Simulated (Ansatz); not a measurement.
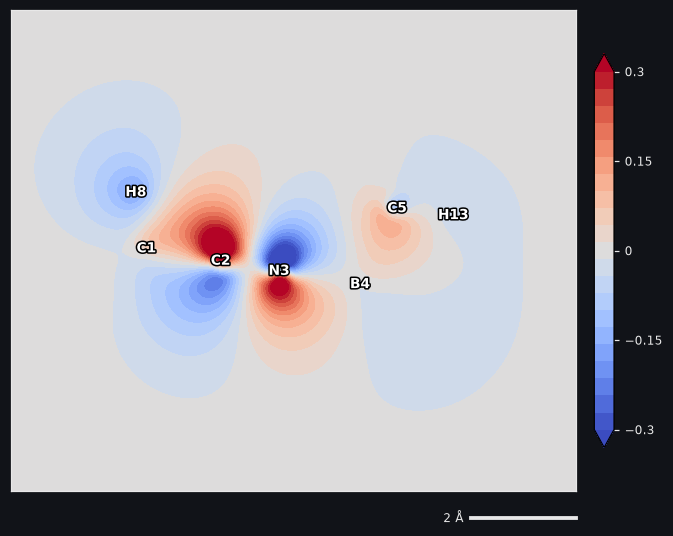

Figure 1: C$_{4}$H$_{10}$BN (SMILES CC#[N+][BH-](C)C). The LUMO on the plane of atoms B4, C5 and H13 (values in Å⁻³ᐟ²; the overall sign is arbitrary).

Geometry: PBE0-D4/def2-TZVP.

Theory: Ansatz 0.2.0, RKS PBE0-D4/def2-TZVPP.

The calculation's input:

```
crystal:
  periodic: [false, false, false]
  atoms:
    - {symbol: C, position_ang: [-0.419391, -1.654745, 2.588119]}
    - {symbol: C, position_ang: [-0.087353, -0.817315, 1.460931]}
    - {symbol: N, position_ang: [0.182764, -0.151085, 0.573052]}
    - {symbol: B, position_ang: [0.535099, 0.756656, -0.661335]}
    - {symbol: C, position_ang: [0.827888, -0.242497, -1.896917]}
    - {symbol: C, position_ang: [-0.720142, 1.751835, -0.872582]}
    - {symbol: H, position_ang: [-1.419077, -1.409134, 2.950287]}
    - {symbol: H, position_ang: [-0.396099, -2.704091, 2.289463]}
    - {symbol: H, position_ang: [0.300957, -1.496184, 3.392506]}
    - {symbol: H, position_ang: [1.537932, 1.337936, -0.277497]}
    - {symbol: H, position_ang: [1.640657, -0.950502, -1.704226]}
    - {symbol: H, position_ang: [-0.056469, -0.820496, -2.191162]}
    - {symbol: H, position_ang: [1.123895, 0.349769, -2.768375]}
    - {symbol: H, position_ang: [-0.494876, 2.435331, -1.697160]}
    - {symbol: H, position_ang: [-1.639996, 1.219599, -1.143400]}
    - {symbol: H, position_ang: [-0.938789, 2.372523, 0.002593]}
basis:
  gaussian: {orbitals: def2-TZVPP}
hamiltonian: {xc: pbe0, dispersion: d4}
output: {orbitals: {seedname: orbitals}}
```

Command:

```sh
ansatz run in.yaml --threads 4 --pin off --events-out ev --progress --plain --max-ram 11315MiB
```

Q: What is the character of this orbital?

A: By Hirshfeld shares it lies mainly on C2 (about 35 %), N3 (about 30 %), C1 (about 10 %) and H9 (about 10 %); π-antibonding (π*) across C2–N3. Its energy is −0.33 eV.
